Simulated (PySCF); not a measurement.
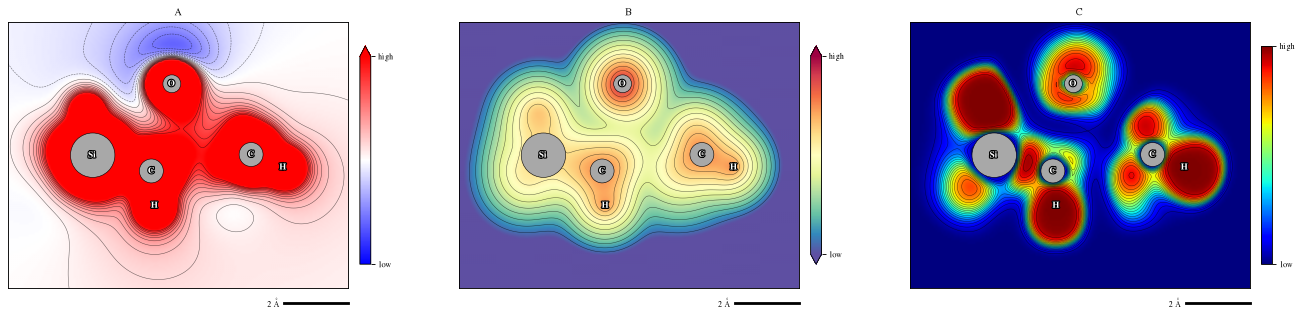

C$_{6}$H$_{10}$F$_{2}$OSi (SMILES C=C[C@](C=O)(C[SiH3])C(F)F): 3 fields on the plane of atoms Si7, C6 and H16, with unlabelled colour scales. Grey discs cover the atomic cores.

Geometry: GFN2-xTB.

The calculation used PBE0/pcSseg-1, SCF density, gas phase, non-relativistic (PySCF).

The panels show electron density, electron localisation function and electrostatic potential in some order. Assign them.

Panel A: electrostatic potential (strongly positive close to the atoms, with negative regions outside electron-rich atoms). Panel B: electron density. Panel C: electron localisation function. From the grid: C–Si (1.91 Å): the density is about 0.9 e/Å³ at the midpoint; the ELF peaks at about 0.95 between the atoms; localised, covalent bonding.
